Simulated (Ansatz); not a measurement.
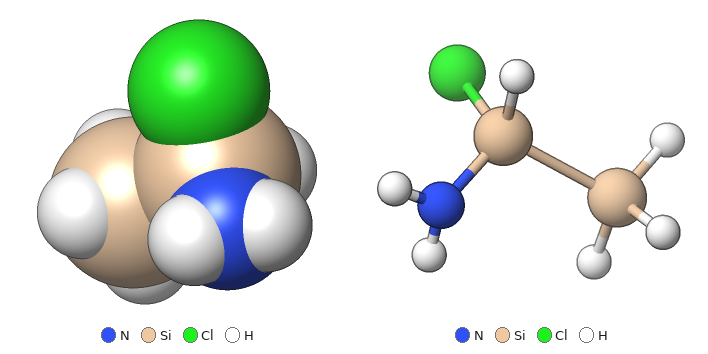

Both panels show the same species.

The geometry was computed by an optimisation with PBE0-D4/def2-TZVP.

Question: Count the atoms of each element.

Answer: ClH₆NSi₂, 10 atoms: 1 chlorine, 6 hydrogen, 1 nitrogen and 2 silicon.

Question: Describe its rings.

Answer: It has no ring.

Question: Give a SMILES string for it.

Answer: N[Si@@H]([SiH3])Cl

Question: Name functional groups in it.

Answer: Among them: Si–H bond, Si–N bond.

Question: How many bonds of each kind are drawn?

Answer: 4 Si–H, 2 N–H, 1 N–Si, 1 Si–Si, 1 Cl–Si.

The parts below concern this one geometry. Atoms keep their numbers from picture to picture.

## Shape

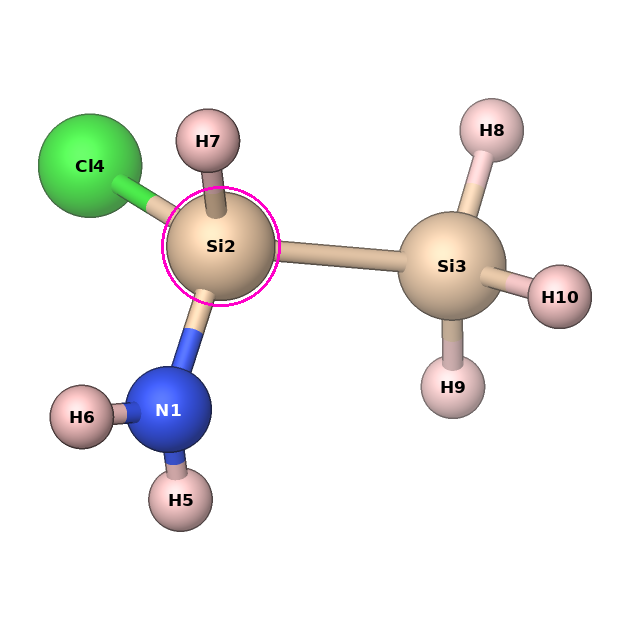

Distant atoms are faded towards the background colour. Circles mark the stereogenic atoms.

Question: Give the R/S and E/Z labels.

Answer: Si2: S (priorities Cl4 > Si3 > N1 > H7).

## Dipole moment

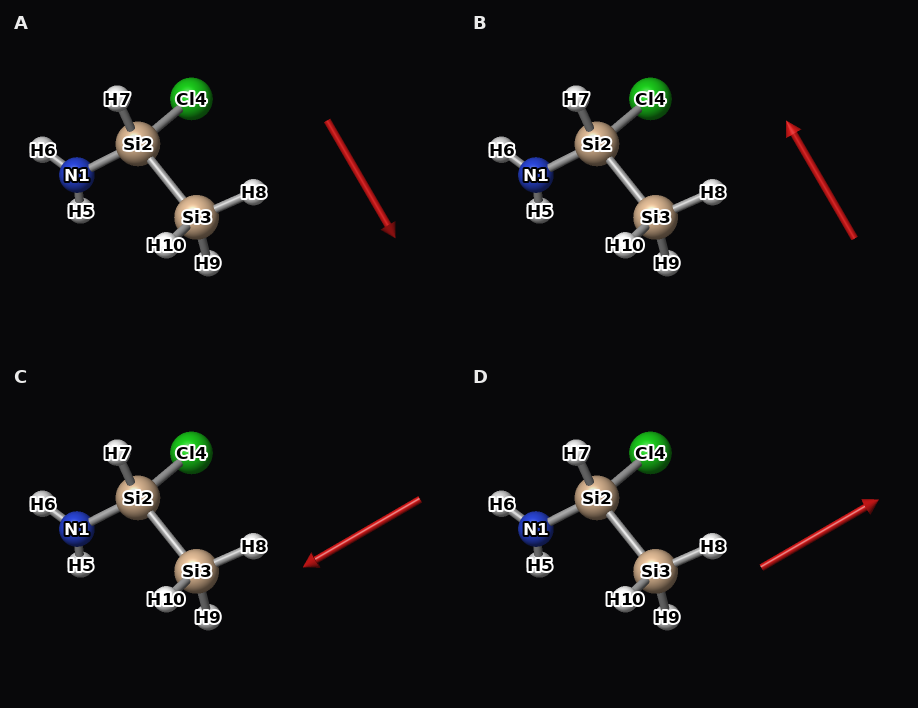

The same molecule four times, each with an arrow. Method: RKS PBE0-D4/def2-TZVP (Ansatz 0.2.0).

Question: Which arrow points along the dipole moment, from the negative to the positive end?

Answer: C. The dipole moment is 1.96 D; it points from the side of H8 to the side of H5, H6 (the outermost atoms at the two ends).

## Vibrations

Harmonic vibrations computed with RKS PBE0-D4/def2-TZVP (Ansatz 0.2.0) at a stationary point of the same level.

Question: List the wavenumbers.

Answer: 24 modes: 85, 121, 170, 232, 277, 409, 429, 501, 507, 540, 709, 805, 862, 883, 925, 935, 938, 1585, 2213, 2224, 2236, 2241, 3596, 3690 cm⁻¹.

## Electronic properties

Level of theory: RKS BLYP-D4/def2-TZVPP (Ansatz 0.2.0).

Computed properties:

- HOMO energy (Kohn–Sham orbital): −6.43 eV
- LUMO energy (Kohn–Sham orbital): −0.90 eV
- HOMO–LUMO gap: 5.52 eV
- dispersion correction: −51.0 kJ/mol
